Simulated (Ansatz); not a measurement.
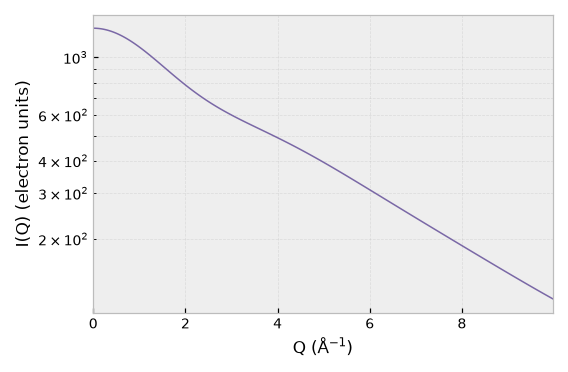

Elastic X-ray scattering of a randomly oriented, rigid molecule, calculated with the Debye equation from neutral-atom form factors (independent atoms, no Compton part, no vibration). The geometry is the end point of an optimisation (Ansatz 0.2.0, RKS PBE0-D4/def2-SVP); it may be a saddle point or a higher isomer. It contains As, H.

### How many electrons does the independent-atom model of the molecule hold?

I(0) is the square of the electron number: I(0) = 1290, so about 36 electrons, the count of AsH3.

### What radius of gyration does the initial fall-off give?

From I(Q) ≈ I(0) exp(−Q²R²/3) at small Q, R ≈ 0.74 Å. It is larger than the electron-weighted radius of the nuclear positions alone (0.43 Å), because each atom's electron cloud adds to it.
